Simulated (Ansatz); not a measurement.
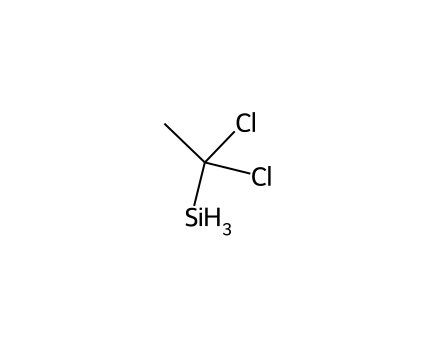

Skeletal drawing of a molecule.

> Give its SMILES.

CC([SiH3])(Cl)Cl

> Give the formula, hydrogens included.

C2H6Cl2Si.

> An optimisation with PBE0-D4/def2-TZVP gave a structure of which point group?

Cs.

More results for the same structure follow; atom numbers are the same in all pictures, views and colours differ. Computed geometry: PBE0-D4/def2-TZVP optimisation.

### Shape

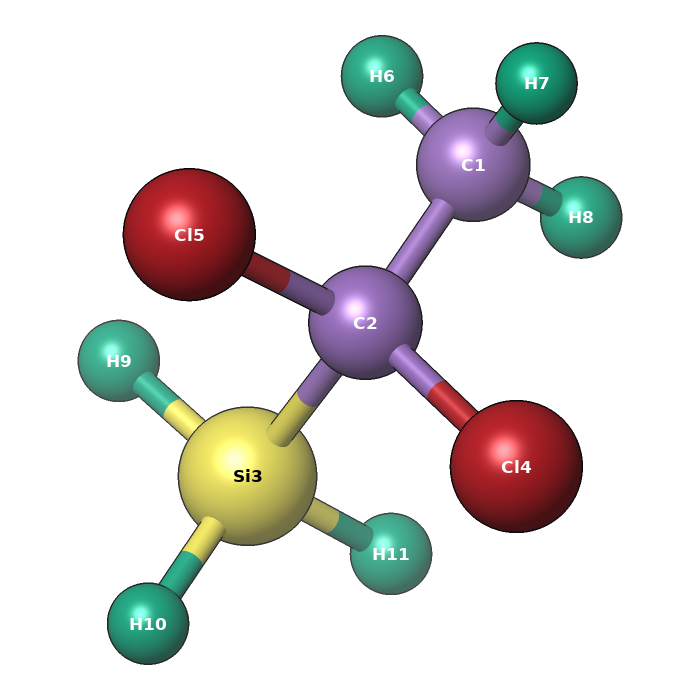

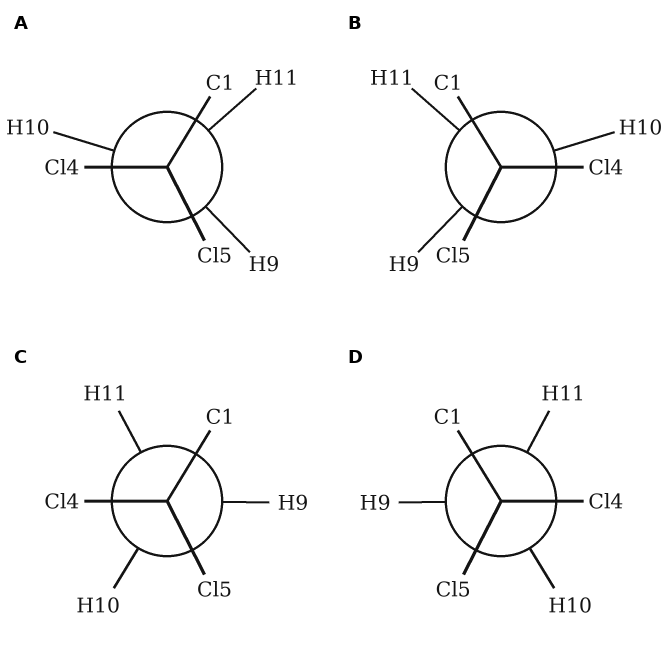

Atoms fade into the background with distance from the viewer. Bonds that would overlap in a projection are set slightly apart.

> Which Newman projection shows the view along C2–Si3, with C2 in front?

D. The torsion angle Cl4–C2–Si3–H9 is 179°, antiperiplanar (anti).

### Vibrations

Harmonic vibrations computed with RKS PBE0-D4/def2-TZVP (Ansatz 0.2.0) at a stationary point of the same level.

> List the wavenumbers.

27 modes: 158, 182, 183, 277, 283, 303, 320, 495, 602, 641, 712, 790, 913, 935, 940, 1057, 1080, 1155, 1402, 1469, 1476, 2233, 2242, 2272, 3055, 3140, 3142 cm⁻¹.

### Levels of theory compared

Program: Ansatz 0.2.0.

Compare HOMO energy (eV), HOMO–LUMO gap (eV), dipole (D) at these levels: B3LYP-D4/def2-TZVPP; PBE-D4/def2-TZVPP; r2SCAN-D4/def2-TZVPP; ωB97M-V/def2-TZVPP.

```csv
level,HOMO energy (eV),HOMO–LUMO gap (eV),dipole (D)
B3LYP-D4/def2-TZVPP,−7.92,7.34,1.81
PBE-D4/def2-TZVPP,−6.83,5.44,1.72
r2SCAN-D4/def2-TZVPP,−7.12,5.94,1.87
ωB97M-V/def2-TZVPP,−10.36,11.96,1.81
```

### Charges

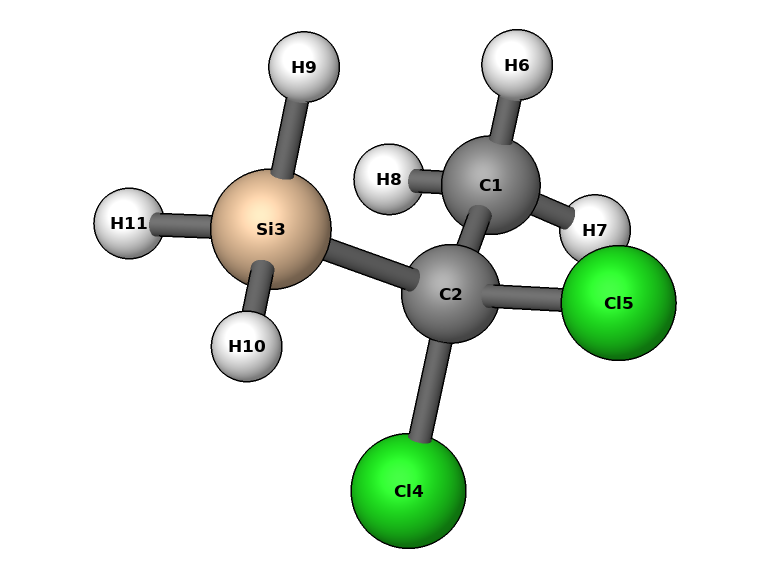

The questions are on Mulliken charges. Level of theory: RKS B3LYP-D4/def2-TZVPP (Ansatz 0.2.0).

Give the Mulliken charges atom by atom.

```json
{"atom": "C1", "value (e)": "−0.27"}
{"atom": "C2", "value (e)": "0.12"}
{"atom": "Si3", "value (e)": "0.25"}
{"atom": "Cl4", "value (e)": "−0.14"}
{"atom": "Cl5", "value (e)": "−0.14"}
{"atom": "H6", "value (e)": "0.10"}
{"atom": "H7", "value (e)": "0.11"}
{"atom": "H8", "value (e)": "0.10"}
{"atom": "H9", "value (e)": "−0.06"}
{"atom": "H10", "value (e)": "−0.03"}
{"atom": "H11", "value (e)": "−0.06"}
```

Mulliken values depend strongly on the basis set and can even reverse the polarity of a bond.
